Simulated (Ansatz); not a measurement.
# C2H7FOSi: the cost of one run

All numbers are computed with the Python package of Ansatz 0.2.0. Level of theory: B3LYP/cc-pVDZ.

### Step 1. Starting point

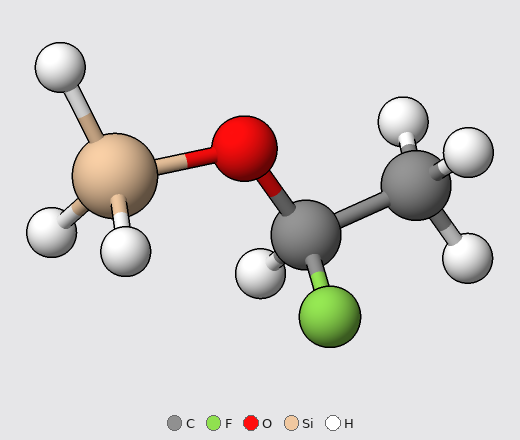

The structure that the script starts from, seen from a chosen angle (carbon grey, fluorine green, oxygen red, silicon light orange, hydrogen white).

The script holds or builds the structure itself.

### Step 2. The script

File run_opt.py:

```python
# -*- coding: utf-8 -*-
import argparse
import itertools

import ansatz as az
from ase.data import atomic_numbers, covalent_radii
import numpy as np

parser = argparse.ArgumentParser(description="Relax the C2H7FOSi molecule.")
parser.add_argument("--basis-set", default="cc-pVDZ", help="Gaussian basis set")
parser.add_argument("--functional", default="b3lyp", help="exchange-correlation functional")
args = parser.parse_args()


def main():
    molecule = (
        az.Crystal.molecule()
        .atom("C", [-1.1446, 0.6474, 1.3545])
        .atom("C", [-0.3083, 0.5574, 0.1213])
        .atom("F", [0.6827, 1.4524, 0.2268])
        .atom("O", [0.3205, -0.7332, 0.0883])
        .atom("Si", [1.1887, -1.1588, -1.2302])
        .atom("H", [-2.0176, -0.0107, 1.3057])
        .atom("H", [-0.5949, 0.495, 2.2596])
        .atom("H", [-1.5601, 1.7225, 1.411])
        .atom("H", [-0.8721, 0.805, -0.7444])
        .atom("H", [0.4636, -0.7907, -2.4325])
        .atom("H", [1.4174, -2.6143, -1.1822])
        .atom("H", [2.5017, -0.4271, -1.1439])
    )

    calc = molecule.calculation()
    calc = calc.basis(gaussian=args.basis_set).functional(args.functional)
    symbols = [site.symbol for site in molecule.cartesian_sites]
    start = np.array([site.position_ang for site in molecule.cartesian_sites], dtype=float)
    def progress(event):
        if event["event"] == "relax_step":
            row = event["data"]
            print(f"step {row['step']:3d}  E = {row['lagrangian_ev']:.6f} eV  largest force component {row['allowed_force_max_ev_ang']:.4f} eV/A")


    r = calc.relax(force_tolerance=0.01, max_steps=100).session().plan().execute(on_event=progress).report
    end = np.array(r["positions_ang"])

    print("reference energy %16.6f eV" % r["reference_energy_ev"])
    print("total energy     %16.6f eV" % r["free_energy_ev"])
    print("occupied orbitals outside the frozen core (up, down):", r["n_occupied"], " frozen:", r["n_frozen"], " virtual:", r["n_virtual"])

    radius = [covalent_radii[atomic_numbers[s]] for s in symbols]
    span = lambda where, i, j: np.linalg.norm(where[i] - where[j])
    bonded = [(i, j) for i, j in itertools.combinations(range(len(symbols)), 2) if min(span(start, i, j), span(end, i, j)) < 1.2 * (radius[i] + radius[j])]
    print("pair        before    after (A)")
    for i, j in bonded:
        print(f"{symbols[i]}{i}-{symbols[j]}{j}".ljust(10), f"{span(start, i, j):8.4f} {span(end, i, j):8.4f}")
    with open("c2h7fosi_opt.xyz", "w") as handle:
        handle.write(f"{len(symbols)}\nrelaxed C2H7FOSi\n")
        handle.writelines(f"{s:2s} {x:11.6f} {y:11.6f} {z:11.6f}\n" for s, (x, y, z) in zip(symbols, end))


if __name__ == "__main__":
    main()
```

### Step 3. The input behind the calls

The package turns the script's settings into the engine's input:

```yaml
crystal:
  periodic: [false, false, false]
  atoms:
    - { symbol: C, position_ang: [-1.1446, 0.6474, 1.3545] }
    - { symbol: C, position_ang: [-0.3083, 0.5574, 0.1213] }
    - { symbol: F, position_ang: [0.6827, 1.4524, 0.2268] }
    - { symbol: O, position_ang: [0.3205, -0.7332, 0.0883] }
    - { symbol: Si, position_ang: [1.1887, -1.1588, -1.2302] }
    - { symbol: H, position_ang: [-2.0176, -0.0107, 1.3057] }
    - { symbol: H, position_ang: [-0.5949, 0.495, 2.2596] }
    - { symbol: H, position_ang: [-1.5601, 1.7225, 1.411] }
    - { symbol: H, position_ang: [-0.8721, 0.805, -0.7444] }
    - { symbol: H, position_ang: [0.4636, -0.7907, -2.4325] }
    - { symbol: H, position_ang: [1.4174, -2.6143, -1.1822] }
    - { symbol: H, position_ang: [2.5017, -0.4271, -1.1439] }
basis:
  gaussian:
    orbitals: cc-pVDZ
hamiltonian:
  xc: b3lyp
relax:
  f_tol: 0.01
  max_steps: 100
```

### Step 4. Running it

Run with:

```bash
$ python run_opt.py
```

**Question.** How long does this script take on 1 thread of Arm Neoverse N1, shared host, and how much memory does it need?

About 2.3 min, with a peak of 0.32 GiB.
